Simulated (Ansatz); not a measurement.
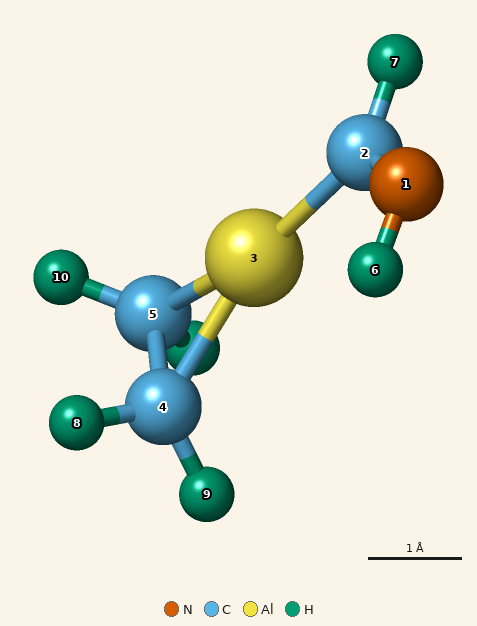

Figure 1. The input geometry (ball-and-stick view, seen at a tilt; atoms are numbered from 1 in the order of the input). Sticks mark near contacts.

C$_{3}$H$_{6}$AlN: molecular dynamics (part 1 of 2)

System: C$_{3}$H$_{6}$AlN.
Method: RKS BLYP-d4/def2-SVP (Ansatz 0.2.0).

The geometry comes from this level: PBE0-D4/def2-TZVP. Figures and captions count atoms from 1; the log counts them from 0 in places.

What the program printed
```
Functional definition: BLYP
  name "BLYP"
  cite "Becke, Phys. Rev. A 38, 3098 (1988) doi:10.1103/PhysRevA.38.3098"
  cite "Lee, Yang & Parr, Phys. Rev. B 37, 785 (1988) doi:10.1103/PhysRevB.37.785"
  parameter beta = 0.0042
  parameter a = 0.04918
  parameter b = 0.132
  parameter c = 0.2533
  parameter d = 0.349
  exchange = b88_x(beta = beta)
  correlation = lyp_c(a = a, b = b, c = c, d = d)
1187 factors; their error is unknown
mean field evaluation 1: about -11264.3494 eV, gradient 8.8e1 eV
mean field evaluation 2: about -11170.2485 eV, gradient 1.8e2 eV
mean field evaluation 4: about -11282.7904 eV, gradient 3.3e1 eV
mean field evaluation 8: about -11285.3194 eV, gradient 1.6e-1 eV
mean field evaluation 16: about -11285.2547 eV, gradient 2.3e-3 eV
mean field -11285.25470654 eV, -414.7254610449 hartree, gradient 1.8e-5 eV, S^2 0.000000; 0 other end points of the search recorded, 0 dependent functions left out
the calculation of the forces begins
reference -11285.25503950 eV, -414.7254732809 hartree; 22, 22 occupied and 82, 82 virtual orbitals, 1187 factors
md step     0: t =     0.00 fs  T =   454.5 K  F+E_penalty+E_count = -11285.67691978 eV  E_kin = 0.646300 eV  (30 SCF iters)
these checks for a lower state are left out or cut short: starts, cluster_reference, orbital_swaps, neighbouring_geometries, increment
1187 factors; their error is unknown
mean field -11285.17342771 eV, -414.7224741029 hartree, gradient 1.5e-5 eV, S^2 0.000000; 0 other end points of the search recorded, 0 dependent functions left out
[... from here on the field's lines of each further geometry are left out, up to the last ...]
md step     1: t =     1.00 fs  T =   402.5 K  F+E_penalty+E_count = -11285.59580392 eV  E_kin = 0.572320 eV  (32 SCF iters, 3 dispersion substeps)
md step     2: t =     2.00 fs  T =   352.8 K  F+E_penalty+E_count = -11285.51891763 eV  E_kin = 0.501619 eV  (32 SCF iters, 3 dispersion substeps)
md step     3: t =     3.00 fs  T =   368.1 K  F+E_penalty+E_count = -11285.52137252 eV  E_kin = 0.523388 eV  (32 SCF iters, 3 dispersion substeps)
md step     4: t =     4.00 fs  T =   362.9 K  F+E_penalty+E_count = -11285.54930771 eV  E_kin = 0.516033 eV  (32 SCF iters, 3 dispersion substeps)
md step     5: t =     5.00 fs  T =   389.6 K  F+E_penalty+E_count = -11285.52555399 eV  E_kin = 0.553946 eV  (32 SCF iters, 3 dispersion substeps)
md step     6: t =     6.00 fs  T =   346.3 K  F+E_penalty+E_count = -11285.45667799 eV  E_kin = 0.492359 eV  (32 SCF iters, 3 dispersion substeps)
md step     7: t =     7.00 fs  T =   307.6 K  F+E_penalty+E_count = -11285.40266167 eV  E_kin = 0.437372 eV  (32 SCF iters, 3 dispersion substeps)
md step     8: t =     8.00 fs  T =   281.6 K  F+E_penalty+E_count = -11285.37427259 eV  E_kin = 0.400400 eV  (32 SCF iters, 3 dispersion substeps)
md step     9: t =     9.00 fs  T =   285.9 K  F+E_penalty+E_count = -11285.37274375 eV  E_kin = 0.406569 eV  (32 SCF iters, 3 dispersion substeps)
md step    10: t =    10.00 fs  T =   296.5 K  F+E_penalty+E_count = -11285.41318959 eV  E_kin = 0.421620 eV  (32 SCF iters, 3 dispersion substeps)
md step    11: t =    11.00 fs  T =   308.1 K  F+E_penalty+E_count = -11285.46419214 eV  E_kin = 0.438109 eV  (34 SCF iters, 3 dispersion substeps)
md step    12: t =    12.00 fs  T =   312.9 K  F+E_penalty+E_count = -11285.44805546 eV  E_kin = 0.444910 eV  (33 SCF iters, 3 dispersion substeps)
md step    13: t =    13.00 fs  T =   276.3 K  F+E_penalty+E_count = -11285.36129804 eV  E_kin = 0.392795 eV  (33 SCF iters, 3 dispersion substeps)
md step    14: t =    14.00 fs  T =   245.4 K  F+E_penalty+E_count = -11285.29759414 eV  E_kin = 0.348889 eV  (33 SCF iters, 3 dispersion substeps)
md step    15: t =    15.00 fs  T =   230.4 K  F+E_penalty+E_count = -11285.31246301 eV  E_kin = 0.327639 eV  (35 SCF iters, 3 dispersion substeps)
md step    16: t =    16.00 fs  T =   267.3 K  F+E_penalty+E_count = -11285.35793729 eV  E_kin = 0.380130 eV  (34 SCF iters, 3 dispersion substeps)
md step    17: t =    17.00 fs  T =   283.4 K  F+E_penalty+E_count = -11285.35792214 eV  E_kin = 0.402890 eV  (34 SCF iters, 3 dispersion substeps)
md step    18: t =    18.00 fs  T =   250.4 K  F+E_penalty+E_count = -11285.29317812 eV  E_kin = 0.356023 eV  (34 SCF iters, 3 dispersion substeps)
md step    19: t =    19.00 fs  T =   206.6 K  F+E_penalty+E_count = -11285.20862293 eV  E_kin = 0.293751 eV  (34 SCF iters, 3 dispersion substeps)
the calculation of the forces begins
reference -11284.77567124 eV, -414.7078568226 hartree; 22, 22 occupied and 82, 82 virtual orbitals, 1187 factors
1187 factors; their error is unknown
mean field evaluation 192: about -11284.7473 eV, gradient 5.5e0 eV
mean field -11284.77533724 eV, -414.7078445482 hartree, gradient 2.3e-5 eV, S^2 0.000000; 1 other end points of the search recorded, 0 dependent functions left out
the calculation of the forces begins
reference -11284.77567124 eV, -414.7078568226 hartree; 22, 22 occupied and 82, 82 virtual orbitals, 1187 factors
md step    20: t =    20.00 fs  T =   190.1 K  F+E_penalty+E_count = -11285.19640245 eV  E_kin = 0.270298 eV  (33 SCF iters, 3 dispersion substeps)
```

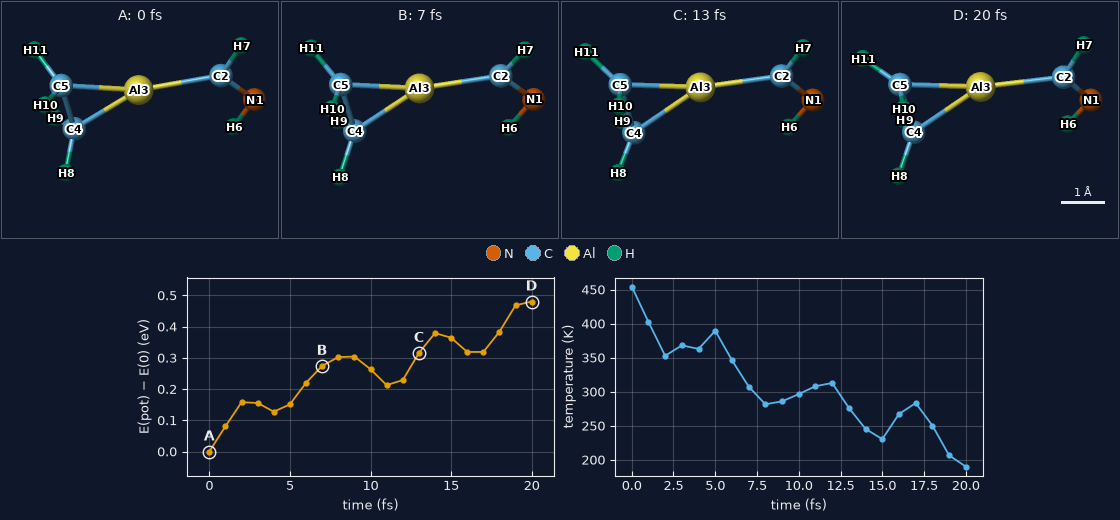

Figure 2. Frames of the molecular dynamics (ball-and-stick, seen at a tilt) above the curves, on which the letters mark them. The trajectory kept here has 21 frames over 20 fs. The temperature starts at 455 K, ranges from 190 to 455 K and averages 261 K over the second half. The potential energy ends 0.481 eV above its first value. After an unweighted best fit of the last frame on the first, the root-mean-square displacement is 0.21 Å, and H10 has moved furthest (0.40 Å).

```
Total energy: -11285.19673645 eV, -414.7233306834 hartree
Atom 0 at     0.011182     2.795435     0.921117 Å, force     0.952960     2.557622     0.595890 eV/Å
Atom 1 at     0.781764     2.126896     0.182086 Å, force     1.007547    -1.591042    -0.564267 eV/Å
Atom 2 at     0.396388     0.210754    -0.119261 Å, force    -1.047737    -1.429899     0.120549 eV/Å
Atom 3 at    -1.032451    -1.261991     0.111834 Å, force     0.525686     0.653166    -0.328677 eV/Å
Atom 4 at     0.381848    -1.673768    -0.578216 Å, force    -1.350175     1.699834    -1.523580 eV/Å
Atom 5 at    -0.778207     2.293150     1.238018 Å, force    -1.939683    -1.092256     0.430146 eV/Å
Atom 6 at     1.762928     2.536859    -0.109779 Å, force     0.122020     0.612625    -0.280899 eV/Å
Atom 7 at    -1.936886    -1.481876    -0.542005 Å, force     0.588609     0.213776     0.800145 eV/Å
Atom 8 at    -1.165140    -1.565921     1.203231 Å, force     0.139630     0.035745    -1.018852 eV/Å
Atom 9 at     0.215296    -1.473958    -1.752703 Å, force     0.411054    -0.829482     1.806954 eV/Å
Atom 10 at     0.830133    -2.623318    -0.344381 Å, force     0.590089    -0.830089    -0.037410 eV/Å
Dipole moment:     0.150536    -0.008488    -0.084825 e Å
```

Trajectory as extended XYZ (Å, eV, eV/Å), 19 of the 21 frames kept, from step=0 to step=20
```
11
Properties=species:S:1:pos:R:3:forces:R:3 step=0 time_fs=0.0 energy=-11285.67692 temperature=454.5
N     0.0622    2.8708    0.9407   -0.1841   1.1790   0.4942
C     0.8080    2.0739    0.2844    0.2038  -0.7139  -0.3487
Al    0.3187    0.1946   -0.0935    0.3127   0.4674  -0.0011
C    -0.9217   -1.2417    0.0505    0.0146   0.0459   0.0059
C     0.4196   -1.5952   -0.7296   -0.0060   0.0253   0.0144
H    -0.8069    2.4215    1.2389   -0.5948  -0.2952   0.2085
H     1.7551    2.5073   -0.0604    0.5675   0.1714  -0.2353
H    -1.8220   -1.2901   -0.5603   -0.5219  -0.0206  -0.3097
H    -1.0689   -1.8022    0.9722   -0.1137  -0.2934   0.5206
H     0.2810   -1.8498   -1.7789   -0.0457  -0.1504  -0.5931
H     1.0402   -2.3461   -0.2432    0.3676  -0.4156   0.2442
11
Properties=species:S:1:pos:R:3:forces:R:3 step=1 time_fs=1.0 energy=-11285.59580 temperature=402.5
N     0.0622    2.8659    0.9410   -0.4578   1.1401   0.5537
C     0.8043    2.0731    0.2789    0.6720  -0.4750  -0.5804
Al    0.3243    0.1961   -0.0941    0.1868   0.3301  -0.0263
C    -0.9303   -1.2387    0.0490    1.0960   0.2804   0.4315
C     0.4188   -1.5967   -0.7211    0.3166   0.0692   1.1291
H    -0.8058    2.4018    1.2274   -0.5374  -0.2198   0.2863
H     1.7452    2.5334   -0.0836    0.3213  -0.0555  -0.1127
H    -1.8131   -1.3135   -0.5298   -1.4230  -0.0523  -1.0917
H    -1.0902   -1.7819    0.9665   -0.0360  -0.4603   0.9336
H     0.2739   -1.8247   -1.7440   -0.2072  -0.3545  -1.7638
H     1.0719   -2.3584   -0.2736    0.0686  -0.2022   0.2407
11
Properties=species:S:1:pos:R:3:forces:R:3 step=2 time_fs=2.0 energy=-11285.51892 temperature=352.8
N     0.0619    2.8626    0.9422   -0.8520   0.8606   0.5955
C     0.8011    2.0720    0.2729    1.1182  -0.0879  -0.7756
Al    0.3301    0.1975   -0.0949    0.0722   0.1963  -0.0515
C    -0.9377   -1.2363    0.0479    1.5044   0.3187   0.7309
C     0.4180   -1.5988   -0.7128    0.7218  -0.1300   1.8991
H    -0.8103    2.3783    1.2170   -0.2431  -0.0106   0.2884
H     1.7401    2.5600   -0.1088   -0.0230  -0.3320   0.0644
H    -1.8204   -1.3351   -0.5108   -1.6990  -0.0836  -1.4092
H    -1.1110   -1.7681    0.9700    0.0666  -0.4310   1.0064
H     0.2649   -1.8007   -1.7228   -0.3146  -0.4401  -2.5033
H     1.1047   -2.3766   -0.3023   -0.3516   0.1396   0.1549
11
Properties=species:S:1:pos:R:3:forces:R:3 step=3 time_fs=3.0 energy=-11285.52137 temperature=368.1
N     0.0604    2.8603    0.9434   -1.1649   0.4774   0.5631
C     0.7996    2.0713    0.2662    1.3037   0.3073  -0.8379
Al    0.3360    0.1987   -0.0960   -0.0282   0.0823  -0.0739
C    -0.9443   -1.2339    0.0472    1.0374   0.0341   0.9152
C     0.4178   -1.6019   -0.7031    0.9642  -0.4476   1.7070
H    -0.8190    2.3579    1.2095    0.1200   0.2148   0.2546
H     1.7344    2.5829   -0.1330   -0.2600  -0.5399   0.2131
H    -1.8443   -1.3559   -0.5068   -1.1575  -0.0466  -1.1450
H    -1.1291   -1.7618    0.9863    0.1971  -0.1596   0.6166
H     0.2526   -1.7789   -1.7210   -0.2746  -0.3398  -2.3192
H     1.1363   -2.3944   -0.3322   -0.7371   0.4174   0.1064
11
Properties=species:S:1:pos:R:3:forces:R:3 step=4 time_fs=4.0 energy=-11285.54931 temperature=362.9
N     0.0573    2.8588    0.9447   -1.3001   0.0785   0.4340
C     0.7996    2.0708    0.2592    1.2033   0.6659  -0.7442
Al    0.3421    0.1998   -0.0975   -0.1160  -0.0169  -0.0995
C    -0.9505   -1.2315    0.0469    0.1491  -0.3942   0.9770
C     0.4182   -1.6058   -0.6922    0.9652  -0.7169   0.6808
H    -0.8291    2.3423    1.2029    0.4196   0.3839   0.2264
H     1.7250    2.6009   -0.1522   -0.3257  -0.6460   0.2917
H    -1.8782   -1.3742   -0.5154   -0.2021   0.0521  -0.5652
H    -1.1412   -1.7564    1.0123    0.3050   0.1794   0.0207
H     0.2397   -1.7595   -1.7371   -0.0970  -0.1357  -1.3524
H     1.1625   -2.4078   -0.3631   -1.0012   0.5499   0.1308
11
Properties=species:S:1:pos:R:3:forces:R:3 step=6 time_fs=6.0 energy=-11285.45668 temperature=346.3
N     0.0492    2.8582    0.9471   -1.0656  -0.5492   0.0013
C     0.8004    2.0714    0.2439    0.4823   1.1018  -0.2586
Al    0.3541    0.2029   -0.1002   -0.3213  -0.3122  -0.1669
C    -0.9643   -1.2295    0.0521   -1.1237  -0.8646   0.5041
C     0.4192   -1.6169   -0.6690    0.3623  -0.5426  -1.7370
H    -0.8377    2.3208    1.1888    0.5942   0.5047   0.2660
H     1.6968    2.6147   -0.1755    0.0005  -0.5211   0.2145
H    -1.9428   -1.4151   -0.5470    1.3630   0.3036   0.5149
H    -1.1518   -1.7299    1.0595    0.3486   0.4453  -0.6389
H     0.2202   -1.7167   -1.7965    0.3063   0.1578   0.9467
H     1.1754   -2.4234   -0.4238   -0.9466   0.2764   0.3540
11
Properties=species:S:1:pos:R:3:forces:R:3 step=7 time_fs=7.0 energy=-11285.40266 temperature=307.6
N     0.0436    2.8574    0.9489   -0.4940  -0.6122  -0.3415
C     0.8020    2.0727    0.2364   -0.1091   1.1399   0.1141
Al    0.3602    0.2046   -0.1014   -0.4472  -0.5249  -0.1876
C    -0.9734   -1.2317    0.0569   -1.0561  -0.8048   0.1980
C     0.4206   -1.6242   -0.6580   -0.2101   0.0476  -2.3867
H    -0.8310    2.3190    1.1822    0.2907   0.3198   0.3683
H     1.6830    2.6095   -0.1816    0.3397  -0.2848   0.0814
H    -1.9532   -1.4324   -0.5577    1.5444   0.3578   0.7266
H    -1.1520   -1.7127    1.0728    0.2953   0.3881  -0.6299
H     0.2168   -1.6932   -1.8152    0.3909   0.1755   1.5210
H     1.1603   -2.4251   -0.4495   -0.5446  -0.2021   0.5362
11
Properties=species:S:1:pos:R:3:forces:R:3 step=8 time_fs=8.0 energy=-11285.37427 temperature=281.6
N     0.0374    2.8551    0.9509    0.3632  -0.4340  -0.7242
C     0.8044    2.0745    0.2301   -0.7183   1.0816   0.4864
Al    0.3659    0.2065   -0.1023   -0.5740  -0.7557  -0.1955
C    -0.9836   -1.2348    0.0626   -0.6553  -0.6368  -0.0564
C     0.4212   -1.6313   -0.6493   -0.7767   0.7517  -2.6223
H    -0.8185    2.3227    1.1799   -0.2690  -0.0499   0.5100
H     1.6745    2.5986   -0.1871    0.6694  -0.0051  -0.0536
H    -1.9468   -1.4497   -0.5613    1.3965   0.3682   0.7426
H    -1.1517   -1.6945    1.0825    0.2328   0.2799  -0.5035
H     0.2171   -1.6692   -1.8199    0.3992   0.1419   1.7260
H     1.1405   -2.4271   -0.4691   -0.0678  -0.7417   0.6905
```
